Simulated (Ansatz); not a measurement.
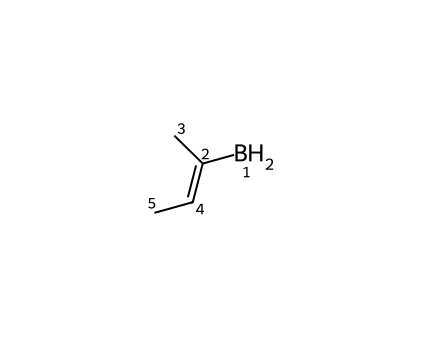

A structural formula, with wedges where it has stereocentres; small numbers name the atoms. The configuration is that of a computed structure (PBE0-D4/def2-TZVP).

Assign CIP descriptors.

C2=C4: Z.
